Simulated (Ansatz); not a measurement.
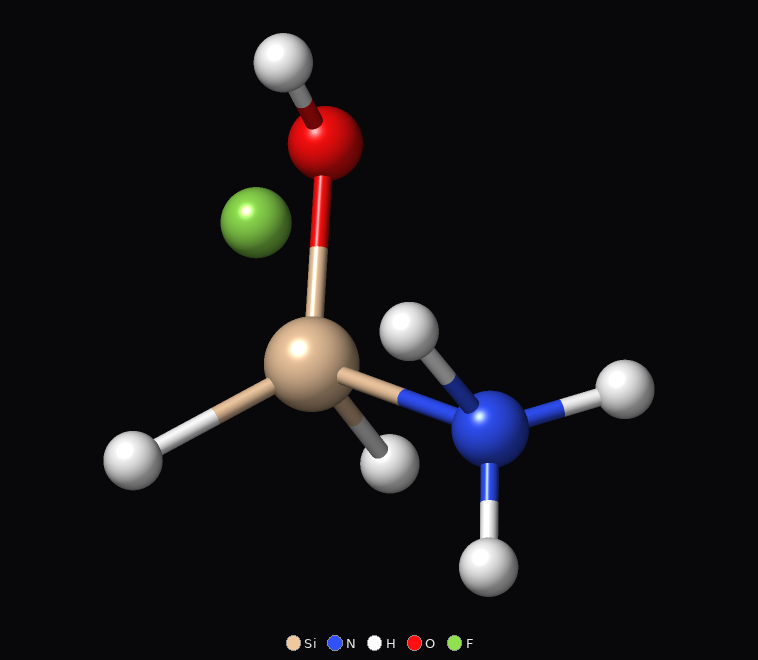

Sticks follow a distance rule. Harmonic vibrations computed with RKS PBE0-D4/def2-TZVP (Ansatz 0.2.0) at a stationary point of the same level.

> Minimum or transition state?

A first-order saddle point: one imaginary frequency, 443i cm⁻¹.

> List the wavenumbers.

24 modes: 443i, 172, 275, 337, 496, 554, 590, 654, 703, 762, 870, 932, 956, 992, 1037, 1098, 1552, 1599, 2133, 2189, 2277, 3541, 3629, 3817 cm⁻¹.
